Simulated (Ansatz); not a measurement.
## Electronic structure of F2HIn (SMILES [F][InH][F]) in real space

```xyz
4

F    -1.7466   -0.6369    0.2125
In    0.0522    0.0758   -0.0641
F     1.4042   -0.9735    0.8172
H     0.3564    1.4723   -0.9610
```

Geometry: displaced from a GFN2-xTB structure; core potentials replace the inner electrons of In; not at a stationary point (largest force 0.5 eV/Å).

Level of theory: RKS PBE0-D4/def2-TZVPP in Ansatz.

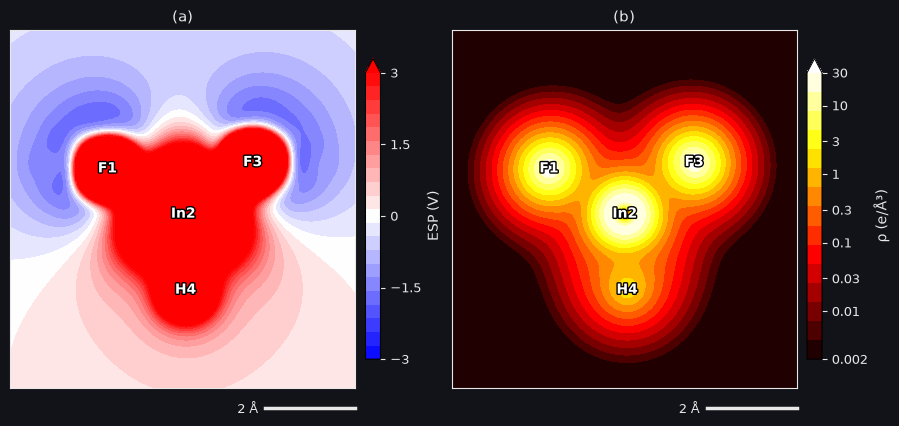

Figure 1. (a) electrostatic potential; (b) electron density on the molecular plane.

Interpret the plot.

Answer.
- The plane passes through F, In and H nuclei.
- In–F (1.92 Å): ρ is about 0.84 e/Å³ halfway.
- In–H (1.69 Å): the density is about 1.3 e/Å³ at the midpoint.
- Outside the dense part of the molecule the potential is most negative (−1.8 V) near F1 and F3.

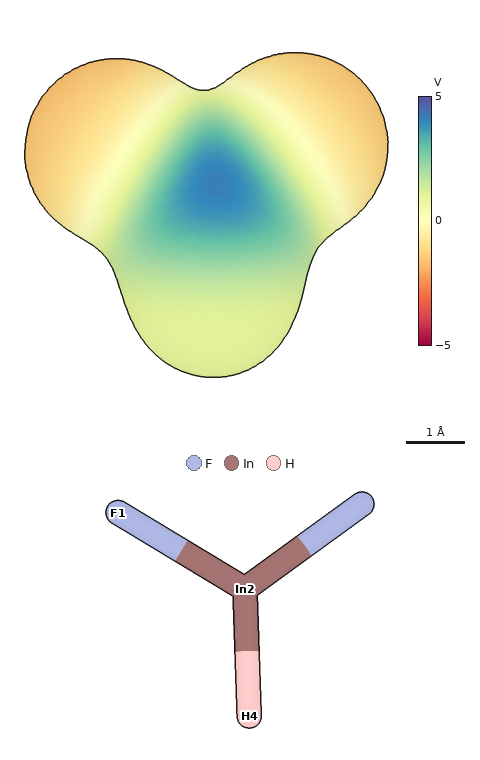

Figure 2. The electrostatic potential painted on the density surface at 0.002 e/bohr³, seen across its widest extent; red is negative and blue positive. The bare structure is drawn below in the same view.

Where is the surface potential most negative and most positive?

Answer. The most negative region (about −1.6 V) lies over F1, the most positive (about +4.1 V) over In2.

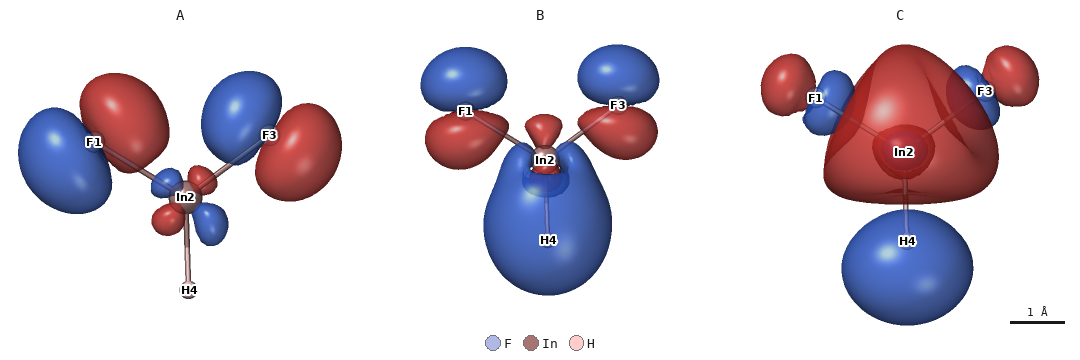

Figure 3. Three frontier orbitals at ±0.08 Å⁻³ᐟ² (blue and red are the two phases), in no order.

Order the three orbitals by energy and name them.

Answer. A is the HOMO−1 (−10.43 eV). By Hirshfeld shares it lies mainly on F1 (about 45 %), F3 (about 45 %) and In2 (about 5 %); it is symmetric in the molecular plane (an in-plane orbital: σ, lone-pair or in-plane π type); largely a combination of lone pairs on F1 and F3. B is the HOMO (−9.88 eV). By Hirshfeld shares it lies mainly on F1 (about 25 %), F3 (about 25 %), H4 (about 25 %) and In2 (about 20 %); it is symmetric in the molecular plane (an in-plane orbital: σ, lone-pair or in-plane π type). C is the LUMO (−1.95 eV). It lies mainly on In2 (about 60 %), H4 (about 20 %), F1 (about 10 %) and F3 (about 10 %); it is symmetric in the molecular plane (an in-plane orbital: σ, lone-pair or in-plane π type).

What is the HOMO–LUMO gap?

Answer. 7.93 eV between the orbital energies.
